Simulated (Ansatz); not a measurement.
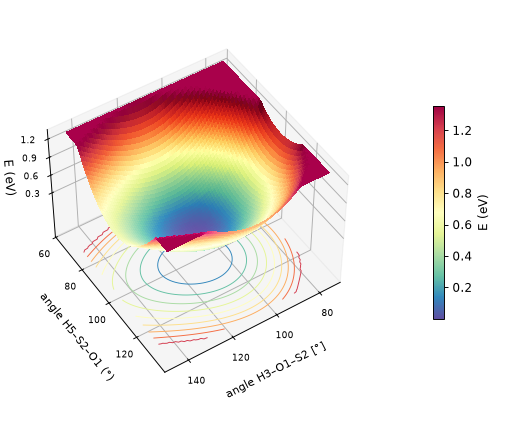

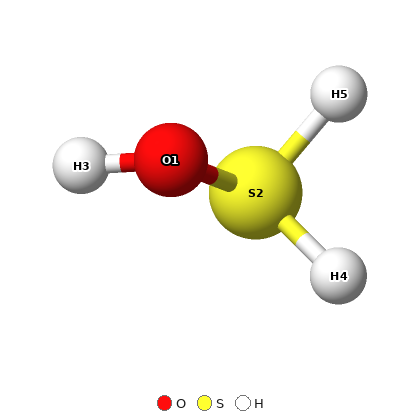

Energy landscape of H₃OS, SMILES O[SH2+], charge +1. First axis: angle H3–O1–S2. Second axis: angle H5–S2–O1. Nothing is relaxed (all other coordinates rigid). Grid: 15 × 15 points. Energies: eV, counted from the relaxed molecule at the same level. These are results of RKS PBE0-D4/def2-TZVP in Ansatz 0.2.0, not measurements.

In the figure: a relief with its contours projected below, any walls above the top of the colour scale cut off. Between grid points the surface is interpolated. The second picture is the structure at the lowest point.

Question: What does the map say about the system?

Answer: The lowest grid point is at angle H3–O1–S2 = 110.4°, angle H5–S2–O1 = 99.7°, 0.00 eV from the relaxed molecule at the same level. It is the only kind of minimum in the scanned range. The highest grid point, angle H3–O1–S2 = 75.4°, angle H5–S2–O1 = 64.7°, lies 2.85 eV above the lowest. Round the minimum the two coordinates are weakly coupled (coupling 0.10 in units of the two stiffnesses).

The values on the grid:

| angle H5–S2–O1 ↓, angle H3–O1–S2 → | 75.4 | 80.4 | 85.4 | 90.4 | 95.4 | 100.4 | 105.4 | 110.4 | 115.4 | 120.4 | 125.4 | 130.4 | 135.4 | 140.4 | 145.4 |
| --- | --- | --- | --- | --- | --- | --- | --- | --- | --- | --- | --- | --- | --- | --- | --- |
| 134.7 | 2.00 | 1.70 | 1.46 | 1.29 | 1.17 | 1.10 | 1.07 | 1.08 | 1.13 | 1.20 | 1.30 | 1.41 | 1.53 | 1.66 | 1.79 |
| 129.7 | 1.76 | 1.46 | 1.22 | 1.04 | 0.91 | 0.83 | 0.80 | 0.81 | 0.85 | 0.92 | 1.02 | 1.13 | 1.25 | 1.37 | 1.50 |
| 124.7 | 1.56 | 1.25 | 1.00 | 0.82 | 0.69 | 0.61 | 0.57 | 0.57 | 0.61 | 0.68 | 0.77 | 0.88 | 1.00 | 1.12 | 1.24 |
| 119.7 | 1.40 | 1.08 | 0.83 | 0.64 | 0.50 | 0.42 | 0.38 | 0.37 | 0.41 | 0.47 | 0.56 | 0.66 | 0.78 | 0.90 | 1.03 |
| 114.7 | 1.28 | 0.95 | 0.70 | 0.50 | 0.36 | 0.27 | 0.22 | 0.21 | 0.24 | 0.30 | 0.39 | 0.49 | 0.61 | 0.73 | 0.85 |
| 109.7 | 1.20 | 0.87 | 0.60 | 0.40 | 0.25 | 0.16 | 0.11 | 0.10 | 0.12 | 0.18 | 0.26 | 0.36 | 0.47 | 0.60 | 0.72 |
| 104.7 | 1.17 | 0.83 | 0.56 | 0.35 | 0.20 | 0.10 | 0.04 | 0.02 | 0.05 | 0.10 | 0.18 | 0.27 | 0.39 | 0.51 | 0.63 |
| 99.7 | 1.18 | 0.84 | 0.56 | 0.35 | 0.19 | 0.08 | 0.02 | 0.00 | 0.02 | 0.07 | 0.14 | 0.24 | 0.35 | 0.47 | 0.59 |
| 94.7 | 1.25 | 0.90 | 0.61 | 0.39 | 0.23 | 0.12 | 0.05 | 0.03 | 0.04 | 0.08 | 0.16 | 0.25 | 0.36 | 0.48 | 0.60 |
| 89.7 | 1.37 | 1.01 | 0.72 | 0.50 | 0.33 | 0.21 | 0.14 | 0.11 | 0.12 | 0.16 | 0.23 | 0.32 | 0.43 | 0.55 | 0.67 |
| 84.7 | 1.55 | 1.19 | 0.89 | 0.66 | 0.48 | 0.36 | 0.28 | 0.25 | 0.25 | 0.29 | 0.36 | 0.45 | 0.55 | 0.67 | 0.80 |
| 79.7 | 1.79 | 1.42 | 1.12 | 0.88 | 0.70 | 0.57 | 0.49 | 0.45 | 0.45 | 0.48 | 0.55 | 0.63 | 0.74 | 0.86 | 0.99 |
| 74.7 | 2.09 | 1.72 | 1.41 | 1.17 | 0.98 | 0.85 | 0.76 | 0.72 | 0.71 | 0.74 | 0.80 | 0.89 | 0.99 | 1.11 | 1.24 |
| 69.7 | 2.45 | 2.07 | 1.76 | 1.51 | 1.32 | 1.18 | 1.09 | 1.04 | 1.03 | 1.06 | 1.11 | 1.20 | 1.30 | 1.42 | 1.55 |
| 64.7 | 2.85 | 2.47 | 2.16 | 1.90 | 1.71 | 1.56 | 1.47 | 1.41 | 1.40 | 1.42 | 1.48 | 1.56 | 1.66 | 1.77 | 1.90 |

Time for the 225 points that were run: 8.6 min on 1 thread of Arm Neoverse N1, on a shared host.
